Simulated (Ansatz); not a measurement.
**Geometry relaxation of CH$_{9}$FOSi$_{2}$ (part 1 of 3)**

The run: geometry relaxation of CH$_{9}$FOSi$_{2}$. Method and program: RKS B3LYP/def2-SVP (Ansatz 0.2.0).

It belongs to a series of runs on one base structure; here: end point B relaxed. Figures and captions count atoms from 1; the log counts them from 0 in places.

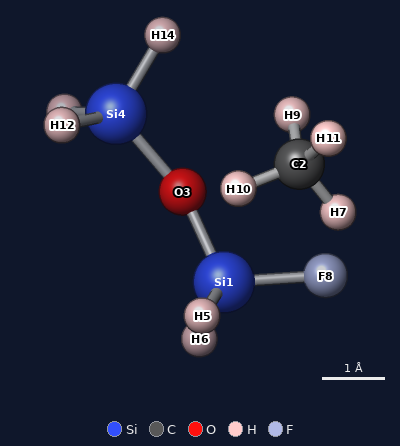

The input geometry (ball-and-stick view, seen at a tilt; atoms are numbered from 1 in the order of the input). Bond lengths as drawn: C–H 1.08 to 1.11 Å, F–Si 1.65 Å, H–Si 1.48 to 1.49 Å and O–Si 1.64 to 1.66 Å.

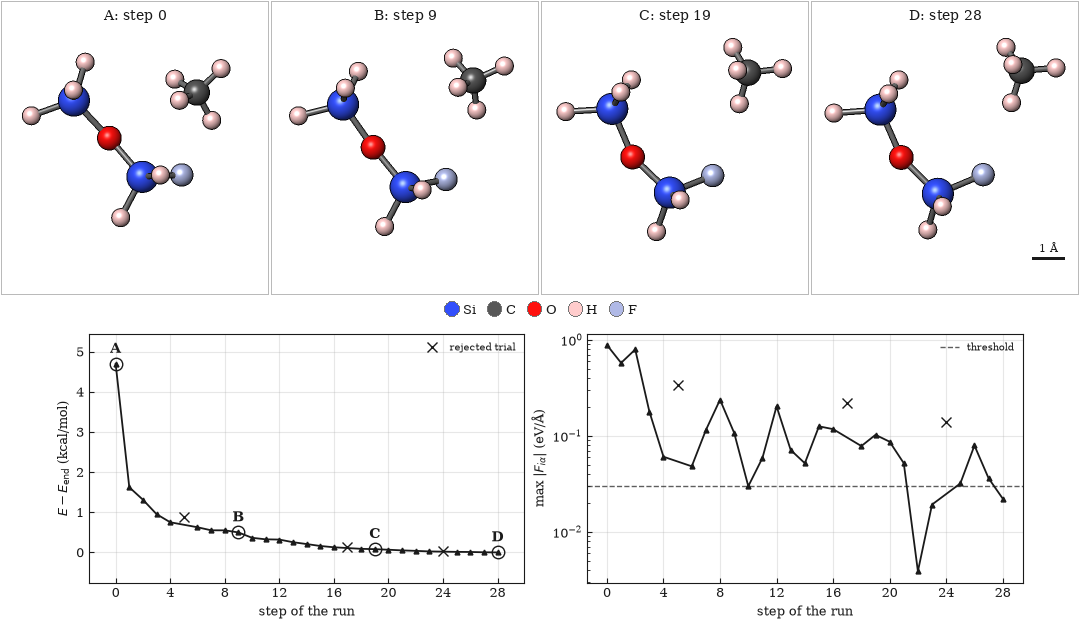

Frames of the relaxation (ball-and-stick view, seen at a tilt) above the curves, on which the letters mark them (the first geometry is step 0 here and step 1 in the log).

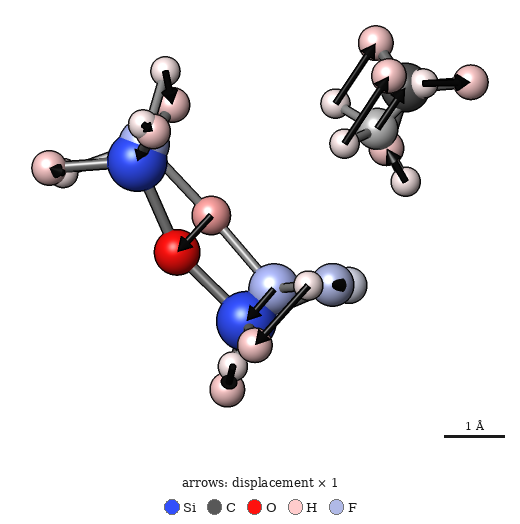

Start (faint) and end (solid) with the displacements as black arrows, at true length (ball-and-stick view, seen at a tilt). The two geometries are laid on each other by the best rigid fit. The largest move after the best rigid fit is that of H10, 1.36 Å. By element the largest moves are H 1.36 Å, O 0.84 Å, C 0.83 Å, Si 0.71 Å, F 0.65 Å. Distances before and after: Si1–F8 1.653 → 1.628 Å, C2–H7 1.084 → 1.099 Å, C2–H11 1.106 → 1.100 Å, Si1–H6 1.486 → 1.480 Å. Among the angles that change: Si1–O3–Si4 159.4° → 155.1°, H6–Si1–F8 105.5° → 107.6°. Over 28 geometry steps the energy falls by 4.70 kcal/mol. Largest force component: 0.89 eV/Å at the start, 0.022 eV/Å at the end. The line search rejected the trial steps at points 5, 17, 24 (counted from 0) and went back. (Atoms are counted from 1 in the order of the input.)

The input that produced these results follows, with the program's output.

**The input**
```yaml
crystal:
  periodic: [false, false, false]
  atoms:
    - { symbol: Si, position_ang: [0.035301, 1.641351, 0.547604] }
    - { symbol: C, position_ang: [1.189599, -1.291699, 1.02127] }
    - { symbol: O, position_ang: [-0.880674, 0.655082, -0.382567] }
    - { symbol: Si, position_ang: [-1.379931, -0.209249, -1.713054] }
    - { symbol: H, position_ang: [1.461292, 1.627498, 0.146268] }
    - { symbol: H, position_ang: [-0.534366, 3.012858, 0.505621] }
    - { symbol: H, position_ang: [1.185739, -0.596939, 1.853642] }
    - { symbol: F, position_ang: [-0.06008, 1.171765, 2.129949] }
    - { symbol: H, position_ang: [0.160292, -1.635, 0.833381] }
    - { symbol: H, position_ang: [1.593713, -0.817385, 0.115397] }
    - { symbol: H, position_ang: [1.821195, -2.164932, 1.268434] }
    - { symbol: H, position_ang: [-0.253843, -0.342919, -2.681782] }
    - { symbol: H, position_ang: [-2.508816, 0.50809, -2.367138] }
    - { symbol: H, position_ang: [-1.829521, -1.558422, -1.276924] }
basis:
  gaussian: { orbitals: def2-SVP }
hamiltonian:
  xc: b3lyp
relax:
  f_tol: 0.03
  max_steps: 50
```

Run as:
```bash
ansatz run input.yaml --threads 4 --pin off --max-ram 5120MiB --backend cpu --events-out ev --progress --plain --runs-dir out
```

**Output**
```
The last accepted step is kept in [file] (removed where the run ends without a failure and the disk answers)
Engine: ansatz 0.2.0, aarch64-unknown-linux-gnu
Functional definition: B3LYP
  parameter a0 = 0.2
  parameter ax = 0.72
  parameter ac = 0.81
  exchange = (1 - a0 - ax)*slater_x + ax*b88_x + a0*exact_x
  correlation = (1 - ac)*vwn_rpa_c + ac*lyp_c
1278 factors; integrals over basis functions are off by at most 4.0e-4 eV
mean field evaluation 1: about -21689.1055 eV, gradient 6.9e1 eV
mean field evaluation 2: about -21676.8930 eV, gradient 1.1e2 eV
mean field evaluation 4: about -21698.0959 eV, gradient 4.0e0 eV
mean field evaluation 8: about -21698.1347 eV, gradient 3.1e-2 eV
mean field -21698.13473715 eV, -797.3917440661 hartree, gradient 5.4e-5 eV, S^2 0.000000; 0 other end points of the search recorded, 0 dependent functions left out
the calculation of the forces begins
reference -21698.13503652 eV, -797.3917550680 hartree; 30, 30 occupied and 93, 93 virtual orbitals, 1278 factors
relax step   1: F+E_penalty+E_count = -21698.13473715 eV  Δ(F+E_penalty+E_count) = +0.000e0 eV  max|allowed force component| = 8.853e-1 eV/Å  Δτ_max = 0.0000 Å  (24 SCF iters, accepted)
these checks for a lower state are left out or cut short: starts, cluster_reference, orbital_swaps, neighbouring_geometries, increment
1278 factors; integrals over basis functions are off by at most 4.0e-4 eV
mean field evaluation 16: about -21698.2630 eV, gradient 5.6e-2 eV
mean field -21698.26802779 eV, -797.3966424070 hartree, gradient 4.5e-6 eV, S^2 0.000000; 0 other end points of the search recorded, 0 dependent functions left out
[... from here on the field's lines of each further geometry are left out, up to the last ...]
relax step   2: F+E_penalty+E_count = -21698.26802779 eV  Δ(F+E_penalty+E_count) = -1.333e-1 eV  max|allowed force component| = 5.767e-1 eV/Å  Δτ_max = 0.1948 Å  (28 SCF iters, accepted)
relax step   3: F+E_penalty+E_count = -21698.28146438 eV  Δ(F+E_penalty+E_count) = -1.344e-2 eV  max|allowed force component| = 7.957e-1 eV/Å  Δτ_max = 0.2000 Å  (26 SCF iters, accepted)
relax step   4: F+E_penalty+E_count = -21698.29705766 eV  Δ(F+E_penalty+E_count) = -1.559e-2 eV  max|allowed force component| = 1.795e-1 eV/Å  Δτ_max = 0.0412 Å  (25 SCF iters, accepted)
relax step   5: F+E_penalty+E_count = -21698.30581901 eV  Δ(F+E_penalty+E_count) = -8.761e-3 eV  max|allowed force component| = 6.073e-2 eV/Å  Δτ_max = 0.1009 Å  (27 SCF iters, accepted)
relax step   6: F+E_penalty+E_count = -21698.30031972 eV  Δ(F+E_penalty+E_count) = +5.499e-3 eV  max|allowed force component| = 3.399e-1 eV/Å  Δτ_max = 0.1948 Å  (27 SCF iters, rejected (line search))
relax step   7: F+E_penalty+E_count = -21698.31121251 eV  Δ(F+E_penalty+E_count) = -5.393e-3 eV  max|allowed force component| = 4.827e-2 eV/Å  Δτ_max = 0.0974 Å  (27 SCF iters, accepted)
relax step   8: F+E_penalty+E_count = -21698.31449755 eV  Δ(F+E_penalty+E_count) = -3.285e-3 eV  max|allowed force component| = 1.152e-1 eV/Å  Δτ_max = 0.0974 Å  (28 SCF iters, accepted)
relax step   9: F+E_penalty+E_count = -21698.31454515 eV  Δ(F+E_penalty+E_count) = -4.760e-5 eV  max|allowed force component| = 2.385e-1 eV/Å  Δτ_max = 0.0751 Å  (25 SCF iters, accepted)
relax step  10: F+E_penalty+E_count = -21698.31679308 eV  Δ(F+E_penalty+E_count) = -2.248e-3 eV  max|allowed force component| = 1.076e-1 eV/Å  Δτ_max = 0.0262 Å  (25 SCF iters, accepted)
relax step  11: F+E_penalty+E_count = -21698.32259495 eV  Δ(F+E_penalty+E_count) = -5.802e-3 eV  max|allowed force component| = 2.993e-2 eV/Å  Δτ_max = 0.1529 Å  (28 SCF iters, accepted)
relax step  12: F+E_penalty+E_count = -21698.32424890 eV  Δ(F+E_penalty+E_count) = -1.654e-3 eV  max|allowed force component| = 5.895e-2 eV/Å  Δτ_max = 0.0800 Å  (25 SCF iters, accepted)
relax step  13: F+E_penalty+E_count = -21698.32451301 eV  Δ(F+E_penalty+E_count) = -2.641e-4 eV  max|allowed force component| = 2.034e-1 eV/Å  Δτ_max = 0.0972 Å  (25 SCF iters, accepted)
relax step  14: F+E_penalty+E_count = -21698.32734670 eV  Δ(F+E_penalty+E_count) = -2.834e-3 eV  max|allowed force component| = 7.136e-2 eV/Å  Δτ_max = 0.0326 Å  (24 SCF iters, accepted)
relax step  15: F+E_penalty+E_count = -21698.32934792 eV  Δ(F+E_penalty+E_count) = -2.001e-3 eV  max|allowed force component| = 5.196e-2 eV/Å  Δτ_max = 0.0517 Å  (23 SCF iters, accepted)
relax step  16: F+E_penalty+E_count = -21698.33142127 eV  Δ(F+E_penalty+E_count) = -2.073e-3 eV  max|allowed force component| = 1.259e-1 eV/Å  Δτ_max = 0.1029 Å  (23 SCF iters, accepted)
relax step  17: F+E_penalty+E_count = -21698.33282987 eV  Δ(F+E_penalty+E_count) = -1.409e-3 eV  max|allowed force component| = 1.178e-1 eV/Å  Δτ_max = 0.0717 Å  (24 SCF iters, accepted)
relax step  18: F+E_penalty+E_count = -21698.33230252 eV  Δ(F+E_penalty+E_count) = +5.273e-4 eV  max|allowed force component| = 2.207e-1 eV/Å  Δτ_max = 0.1829 Å  (25 SCF iters, rejected (line search))
relax step  19: F+E_penalty+E_count = -21698.33451928 eV  Δ(F+E_penalty+E_count) = -1.689e-3 eV  max|allowed force component| = 7.846e-2 eV/Å  Δτ_max = 0.0891 Å  (24 SCF iters, accepted)
relax step  20: F+E_penalty+E_count = -21698.33487255 eV  Δ(F+E_penalty+E_count) = -3.533e-4 eV  max|allowed force component| = 1.027e-1 eV/Å  Δτ_max = 0.0977 Å  (23 SCF iters, accepted)
relax step  21: F+E_penalty+E_count = -21698.33547951 eV  Δ(F+E_penalty+E_count) = -6.070e-4 eV  max|allowed force component| = 8.707e-2 eV/Å  Δτ_max = 0.0339 Å  (24 SCF iters, accepted)
relax step  22: F+E_penalty+E_count = -21698.33620230 eV  Δ(F+E_penalty+E_count) = -7.228e-4 eV  max|allowed force component| = 5.202e-2 eV/Å  Δτ_max = 0.0176 Å  (25 SCF iters, accepted)
relax step  23: F+E_penalty+E_count = -21698.33669781 eV  Δ(F+E_penalty+E_count) = -4.955e-4 eV  max|allowed force component| = 3.894e-3 eV/Å  Δτ_max = 0.0313 Å  (25 SCF iters, accepted)
relax step  24: F+E_penalty+E_count = -21698.33731452 eV  Δ(F+E_penalty+E_count) = -6.167e-4 eV  max|allowed force component| = 1.929e-2 eV/Å  Δτ_max = 0.0853 Å  (25 SCF iters, accepted)
relax step  25: F+E_penalty+E_count = -21698.33671442 eV  Δ(F+E_penalty+E_count) = +6.001e-4 eV  max|allowed force component| = 1.414e-1 eV/Å  Δτ_max = 0.1414 Å  (25 SCF iters, rejected (line search))
relax step  26: F+E_penalty+E_count = -21698.33779452 eV  Δ(F+E_penalty+E_count) = -4.800e-4 eV  max|allowed force component| = 3.198e-2 eV/Å  Δτ_max = 0.0699 Å  (24 SCF iters, accepted)
relax step  27: F+E_penalty+E_count = -21698.33791270 eV  Δ(F+E_penalty+E_count) = -1.182e-4 eV  max|allowed force component| = 7.954e-2 eV/Å  Δτ_max = 0.0821 Å  (25 SCF iters, accepted)
relax step  28: F+E_penalty+E_count = -21698.33823809 eV  Δ(F+E_penalty+E_count) = -3.254e-4 eV  max|allowed force component| = 3.627e-2 eV/Å  Δτ_max = 0.0073 Å  (22 SCF iters, accepted)
the calculation of the forces begins
reference -21698.33871562 eV, -797.3992401370 hartree; 30, 30 occupied and 93, 93 virtual orbitals, 1278 factors
relax step  29: F+E_penalty+E_count = -21698.33838931 eV  Δ(F+E_penalty+E_count) = -1.512e-4 eV  max|allowed force component| = 2.226e-2 eV/Å  Δτ_max = 0.0134 Å  (23 SCF iters, accepted)
1278 factors; integrals over basis functions are off by at most 3.9e-4 eV
mean field -21698.33838931 eV, -797.3992281453 hartree, gradient 1.1e-5 eV, S^2 0.000000; 1 other end points of the search recorded, 0 dependent functions left out
the calculation of the forces begins
reference -21698.33871562 eV, -797.3992401370 hartree; 30, 30 occupied and 93, 93 virtual orbitals, 1278 factors
Total energy: -21698.33871562 eV, -797.3992401370 hartree
Atom 0 at    -0.231064     2.260626     0.357651 Å, force     0.008878     0.022261     0.010123 eV/Å
Atom 1 at     1.458352    -2.071482     1.177094 Å, force     0.001500     0.000802     0.000446 eV/Å
Atom 2 at    -1.127255     1.394219    -0.704640 Å, force    -0.010295    -0.019371    -0.011883 eV/Å
Atom 3 at    -1.451063     0.108415    -1.713463 Å, force    -0.001795     0.008101    -0.000695 eV/Å
Atom 4 at     0.989518     2.792701    -0.295243 Å, force     0.011028    -0.003961    -0.005428 eV/Å
Atom 5 at    -1.073888     3.323115     0.949752 Å, force    -0.008645    -0.000789     0.008239 eV/Å
Atom 6 at     1.082274    -1.057929     1.373334 Å, force    -0.000628     0.002229    -0.001418 eV/Å
Atom 7 at     0.256968     1.287881     1.569000 Å, force    -0.000731    -0.001940    -0.002505 eV/Å
Atom 8 at     0.613311    -2.754615     1.008331 Å, force     0.000514    -0.001569     0.002503 eV/Å
Atom 9 at     2.103736    -2.063179     0.286581 Å, force     0.000766    -0.000406     0.000130 eV/Å
Atom 10 at     2.040067    -2.419572     2.042796 Å, force    -0.001483    -0.002566     0.000160 eV/Å
Atom 11 at    -0.227433    -0.262327    -2.480582 Å, force    -0.001716    -0.000152     0.000937 eV/Å
Atom 12 at    -2.523649     0.521521    -2.657959 Å, force     0.001270    -0.002478     0.000391 eV/Å
Atom 13 at    -1.909974    -1.059276    -0.912549 Å, force     0.001338    -0.000160    -0.001000 eV/Å
Dipole moment:    -0.073958     0.115214    -0.243899 e Å
```

**Trajectory as extended XYZ (Å, eV, eV/Å), 29 frames, from step=1 to step=29**
```
14
Properties=species:S:1:pos:R:3:forces:R:3 step=1 energy=-21698.13474
Si    0.0353    1.6414    0.5476   -0.2243   0.2614   0.7604
C     1.1896   -1.2917    1.0213    0.2370  -0.8853  -0.2495
O    -0.8807    0.6551   -0.3826    0.0001   0.0142  -0.0335
Si   -1.3799   -0.2092   -1.7131    0.0077   0.0071   0.0367
H     1.4613    1.6275    0.1463   -0.0254  -0.0116   0.0055
H    -0.5344    3.0129    0.5056    0.0165  -0.0343   0.0010
H     1.1857   -0.5969    1.8536    0.0427   0.1829   0.2635
F    -0.0601    1.1718    2.1299   -0.0372   0.3366  -0.8179
H     0.1603   -1.6350    0.8334    0.1024   0.0173   0.0225
H     1.5937   -0.8174    0.1154   -0.0061  -0.0237   0.0454
H     1.8212   -2.1649    1.2684   -0.1050   0.1347  -0.0386
H    -0.2538   -0.3429   -2.6818   -0.0046  -0.0050   0.0039
H    -2.5088    0.5081   -2.3671   -0.0020   0.0019   0.0002
H    -1.8295   -1.5584   -1.2769   -0.0018   0.0038   0.0004
14
Properties=species:S:1:pos:R:3:forces:R:3 step=2 energy=-21698.26803
Si   -0.0423    1.7921    0.5134   -0.0426  -0.1018   0.5767
C     1.2649   -1.4638    1.0466    0.0112  -0.1811  -0.0879
O    -0.9215    0.7532   -0.3986    0.0269  -0.0163  -0.0355
Si   -1.3863   -0.1673   -1.7059   -0.0344   0.0754   0.0375
H     1.3875    1.7629    0.1243   -0.0008   0.0224  -0.0304
H    -0.6261    3.1516    0.4567   -0.0291   0.0272  -0.0566
H     1.2443   -0.7379    1.8646    0.0306   0.0818   0.0951
F    -0.1246    1.3355    2.0886    0.0074   0.1028  -0.5526
H     0.2368   -1.8021    0.8546    0.0225  -0.0525  -0.0044
H     1.6695   -0.9953    0.1383    0.0174   0.0108   0.0038
H     1.8956   -2.3231    1.3170   -0.0283   0.0100   0.0165
H    -0.2538   -0.3129   -2.6658    0.0084   0.0069   0.0274
H    -2.5189    0.5217   -2.3835   -0.0090  -0.0188  -0.0282
H    -1.8253   -1.5145   -1.2502    0.0197   0.0332   0.0386
```
